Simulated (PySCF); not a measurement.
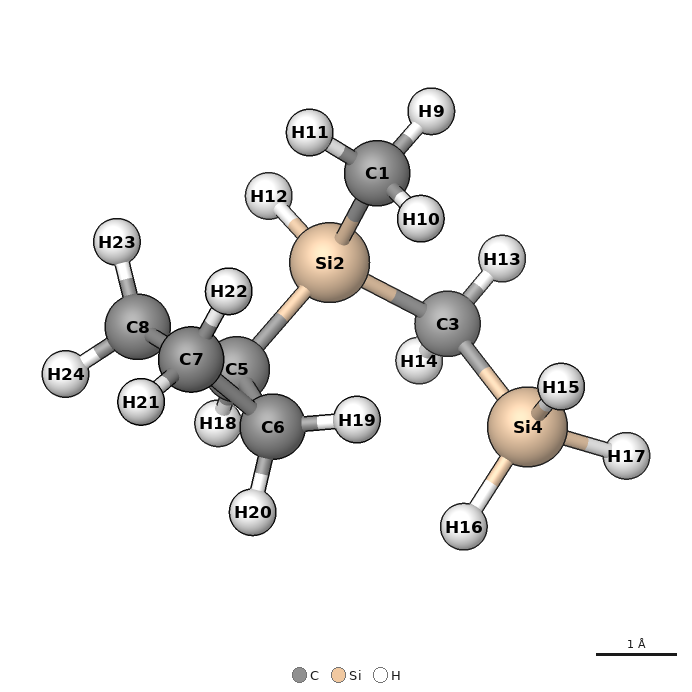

Atoms carry their numbers in the input. The computed structure is the end point of a PBE0-D3(BJ)/def2-SVP optimisation. No frequency run is at hand to confirm it as a minimum.

**How are the neighbours of atom 3 arranged?**

C3 has 4 neighbours (Si2 at 1.89, Si4 at 1.88, H13 at 1.10, H14 at 1.10 Å); the arrangement is tetrahedral.

**What is the geometry at Si4?**

Si4 has 4 neighbours (C3 at 1.88, H15 at 1.50, H16 at 1.50, H17 at 1.50 Å); the arrangement is tetrahedral.

**How are the neighbours of atom 2 arranged?**

Si2 has 4 neighbours (C1 at 1.88, C3 at 1.89, C5 at 1.89, H12 at 1.50 Å); the arrangement is tetrahedral.

**What is the geometry at C1?**

C1 has 4 neighbours (Si2 at 1.88, H9 at 1.10, H10 at 1.10, H11 at 1.10 Å); the arrangement is tetrahedral.

**What is the dihedral angle Si2–C5–C8–C7?**

104° in size, that is anticlinal.
